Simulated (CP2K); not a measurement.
# C3H8AlN (SMILES [H]/N=[CH]\[AlH][CH2]C) at PM6

What is the vertical ionisation energy of C3H8AlN at PM6? 

The calculation is run with CP2K 2026.2.

2 further runs of the same task are left out: 2 set aside as unsound or not needed.

### 1 The system as given

The species is C3H8AlN (13 atoms), meant as a singlet with charge 0. SMILES: `[H]/N=[CH]\[AlH][CH2]C`. Geometry: a rough force-field guess. This is one conformer, not always the lowest.

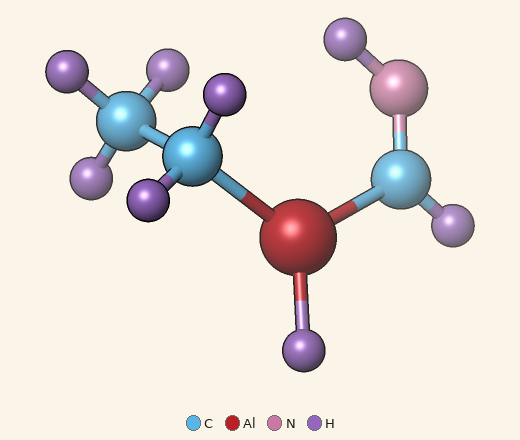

Viewed from a chosen angle; carbon blue, aluminium red, nitrogen pink, hydrogen purple.

### 2 Energy and gradient at PM6

File mol.inp:

```
&GLOBAL
 PROJECT mol
 RUN_TYPE ENERGY_FORCE
 PRINT_LEVEL MEDIUM
&END GLOBAL
&FORCE_EVAL
 METHOD QUICKSTEP
 &DFT
  ! Quickstep
  &QS
   METHOD PM6
   EPS_DEFAULT 1.0E-10
   &SE
    &COULOMB
     CUTOFF [angstrom] 50
     RC_RANGE [angstrom] 0
    &END COULOMB
    &EXCHANGE
     CUTOFF [angstrom] 50
     RC_RANGE [angstrom] 0
    &END EXCHANGE
   &END SE
  &END QS
  ! isolated system
  &POISSON
   PERIODIC NONE
   POISSON_SOLVER ANALYTIC
  &END POISSON
  &SCF
   SCF_GUESS ATOMIC
   EPS_SCF 1.0E-07
   MAX_SCF 30
   &OT
    MINIMIZER DIIS
    PRECONDITIONER FULL_ALL
   &END OT
   &OUTER_SCF
    EPS_SCF 1.0E-07
    MAX_SCF 5
   &END OUTER_SCF
  &END SCF
  ! extra output
  &PRINT
   &MOMENTS
    PERIODIC F
    REFERENCE COM
    MAX_MOMENT 1
   &END MOMENTS
   &MO_CUBES
    NLUMO 3
    NHOMO -1
    WRITE_CUBE F
   &END MO_CUBES
   &HIRSHFELD OFF
   &END HIRSHFELD
  &END PRINT
 &END DFT
 &SUBSYS
  &CELL
   ABC 11 12.1 13.2
   PERIODIC NONE
  &END CELL
  &COORD
   C      4.622250     6.961150     8.327550
   C      6.051250     6.660850     8.229850
   Al     6.418750     5.502450     6.636850
   C      6.276850     6.199750     4.809850
   N      5.821450     7.385350     4.570250
   H      4.392050     7.661650     9.203550
   H      3.996150     6.081750     8.420150
   H      4.288850     7.576950     7.402750
   H      6.366950     6.140350     9.192550
   H      6.653350     7.597750     8.167950
   H      7.003850     4.024150     6.896350
   H      6.422950     5.533950     3.996450
   H      5.577650     8.075850     5.342050
  &END COORD
 &END SUBSYS
 ! extra output
 &PRINT
  &FORCES ON
  &END FORCES
 &END PRINT
&END FORCE_EVAL
```

Command:

```bash
$ OMP_NUM_THREADS=1 cp2k.psmp -i mol.inp -o mol.out
```

Standard output:

```text
CP2K| version string:                                       CP2K version 2026.2
[...]
 GLOBAL| Method name                                                        CP2K
[...]
 GLOBAL| Run type                                                   ENERGY_FORCE
[...]
                             - Atoms:                                         13
[...]
                             - Spherical basis functions:                     33
[...]
 Number of electrons:                                                         28
[...]
     1 OT DIIS     0.15E+00    0.0     0.31627502       -19.3991213581 -1.94E+01
[...]
    15 OT DIIS     0.15E+00    0.0     0.00000005       -25.9091862613 -1.32E-12
  *** SCF run converged in    15 steps ***
  Core-core repulsion energy [eV]:                           1835.72586880133508
  Core Hamiltonian energy [eV]:                             -1125.81318933653415
  Two-electron integral energy [eV]:                        -2829.87498446661220
  Electronic energy [eV]:                                   -2540.75068156984025
  Total energy [eV]:                                         -705.02481276850517
  Atomic reference energy [eV]:                               707.24735386329178
  Heat of formation [kcal/mol]:                                51.25301928545355
[...]
 SE_DIPOLE| Moment [Debye]         -0.00430413       0.95665214      -2.09944093
 SE_DIPOLE| Derivative [a.u.]       0.00000000       0.00000000       0.00000000
 *** WARNING in qs_scf_post_se.F:140 :: Printing of MO cube files not ***
 *** implemented for Semi-Empirical method.                           ***
 ENERGY| Total FORCE_EVAL ( QS ) energy [hartree]            -25.909186261346349
 FORCES| Atomic forces [hartree/bohr]
 FORCES|   Atom     x               y               z               |f|
 FORCES|      1 -3.67683768E-02  3.89321873E-02 -1.46834259E-02   5.55268560E-02
 FORCES|      2  3.67756459E-02 -1.74158253E-02 -3.14638556E-04   4.06922364E-02
 FORCES|      3  1.46860878E-02 -6.29775269E-03  2.69633939E-02   3.13427420E-02
 FORCES|      4 -2.67483032E-02  3.20805123E-02  2.09932856E-02   4.67477169E-02
 FORCES|      5  3.47868382E-03  1.84424944E-03  7.51185228E-03   8.48118045E-03
 FORCES|      6  3.52237378E-03 -1.49028458E-02 -1.41629624E-02   2.08588455E-02
 FORCES|      7 -6.54386825E-03 -1.66600633E-03  1.60979754E-03   6.94184679E-03
 FORCES|      8  1.02799520E-03 -1.44871008E-02  2.10230369E-02   2.55519264E-02
 FORCES|      9  2.63304017E-03  3.07541505E-03 -1.71927984E-02   1.76630517E-02
 FORCES|     10  3.45119201E-04 -7.62586298E-03 -2.32986524E-03   7.98130098E-03
 FORCES|     11 -9.52180595E-03  1.76413378E-02 -4.96232781E-03   2.06520286E-02
 FORCES|     12  8.75474865E-03 -1.11451197E-02 -1.17826597E-02   1.84306914E-02
 FORCES|     13  8.35865970E-03 -2.00331884E-02 -1.26726883E-02   2.51354900E-02
[...]
```

Wall time 0.48 s (1 thread of Arm Neoverse V2, shared host).

### 3 The doublet cation

File qs.inp:

```
&GLOBAL
 PROJECT_NAME qs
 RUN_TYPE ENERGY_FORCE
 PRINT_LEVEL MEDIUM
&END GLOBAL
&FORCE_EVAL
 METHOD QUICKSTEP
 &DFT
  CHARGE 1
  MULTIPLICITY 2
  UKS T
  # Quickstep
  &QS
   METHOD PM6
   EPS_DEFAULT 1.0E-10
   &SE
    &COULOMB
     CUTOFF [angstrom] 50
     RC_RANGE [angstrom] 0
    &END COULOMB
    &EXCHANGE
     CUTOFF [angstrom] 50
     RC_RANGE [angstrom] 0
    &END EXCHANGE
   &END SE
  &END QS
  # isolated system
  &POISSON
   PERIODIC NONE
   POISSON_SOLVER ANALYTIC
  &END POISSON
  &SCF
   SCF_GUESS ATOMIC
   EPS_SCF 1.0E-07
   MAX_SCF 30
   &OT
    MINIMIZER DIIS
    PRECONDITIONER FULL_SINGLE_INVERSE
   &END OT
   &OUTER_SCF
    EPS_SCF 1.0E-07
    MAX_SCF 10
   &END OUTER_SCF
  &END SCF
  # extra output
  &PRINT
   &MOMENTS
    PERIODIC F
    REFERENCE COM
    MAX_MOMENT 1
   &END MOMENTS
   &MO_CUBES
    NLUMO 5
    NHOMO -1
    WRITE_CUBE F
   &END MO_CUBES
   &HIRSHFELD OFF
   &END HIRSHFELD
  &END PRINT
 &END DFT
 # atoms, cell and kinds
 &SUBSYS
  &CELL
   ABC 11 12.1 13.2
   PERIODIC NONE
  &END CELL
  &COORD
   C      4.622250     6.961150     8.327550
   C      6.051250     6.660850     8.229850
   Al     6.418750     5.502450     6.636850
   C      6.276850     6.199750     4.809850
   N      5.821450     7.385350     4.570250
   H      4.392050     7.661650     9.203550
   H      3.996150     6.081750     8.420150
   H      4.288850     7.576950     7.402750
   H      6.366950     6.140350     9.192550
   H      6.653350     7.597750     8.167950
   H      7.003850     4.024150     6.896350
   H      6.422950     5.533950     3.996450
   H      5.577650     8.075850     5.342050
  &END COORD
 &END SUBSYS
 # extra output
 &PRINT
  &FORCES ON
  &END FORCES
 &END PRINT
&END FORCE_EVAL
```

Command:

```bash
$ OMP_NUM_THREADS=1 cp2k.psmp qs.inp > qs.out
```

Standard output (excerpt; [...] marks lines left out):

```text
CP2K| version string:                                       CP2K version 2026.2
[...]
 GLOBAL| Method name                                                        CP2K
[...]
 GLOBAL| Run type                                                   ENERGY_FORCE
[...]
                             - Atoms:                                         13
[...]
                             - Spherical basis functions:                     33
[...]
 Number of electrons:                                                         14
[...]
     1 OT DIIS     0.80E-01    0.0     0.12439889       -19.0708013243 -1.91E+01
[...]
    14 OT DIIS     0.80E-01    0.0     0.00000010       -25.5995824404 -7.57E-12
  *** SCF run converged in    14 steps ***
  Core-core repulsion energy [eV]:                           1835.72586880133508
  Core Hamiltonian energy [eV]:                             -1093.83102226257711
  Two-electron integral energy [eV]:                        -2876.98982178155620
  Electronic energy [eV]:                                   -2532.32593315335498
  Total energy [eV]:                                         -696.60006435202001
  Atomic reference energy [eV]:                               707.24735386329178
  Heat of formation [kcal/mol]:                               245.53234850824080
[...]
 SE_DIPOLE| Moment [Debye]         -0.50294838      -0.69800534       4.55930058
 SE_DIPOLE| Derivative [a.u.]       0.00000000       0.00000000       0.00000000
 *** WARNING in qs_scf_post_se.F:140 :: Printing of MO cube files not ***
 *** implemented for Semi-Empirical method.                           ***
 ENERGY| Total FORCE_EVAL ( QS ) energy [hartree]            -25.599582440354858
[...]
```

Run time: 1 s. Hardware: 1 thread of Arm Neoverse V2, shared host.

### 4 Summary of results

At PM6:

| quantity | value |
| --- | --- |
| singlet C3H8AlN: total energy | -25.90919 Eh |
| singlet C3H8AlN: dipole moment | 2.31 D |
| singlet C3H8AlN: heat of formation at this unrelaxed shape | 51.3 kcal/mol |
| singlet C3H8AlN: largest force on an atom | 2.855 eV/Å |
| doublet cation: total energy | -25.59958 Eh |
| doublet cation: heat of formation at this unrelaxed shape | 245.5 kcal/mol |
| doublet cation: largest force on an atom | 6.444 eV/Å |
| vertical ionisation energy (to the doublet cation) | 8.425 eV |

**Reading.** The vertical ionisation energy comes to 8.42 eV (194 kcal/mol). The largest force (singlet C3H8AlN) is 2.86 eV/Å: the shape isn't a stationary point for this species at this level.
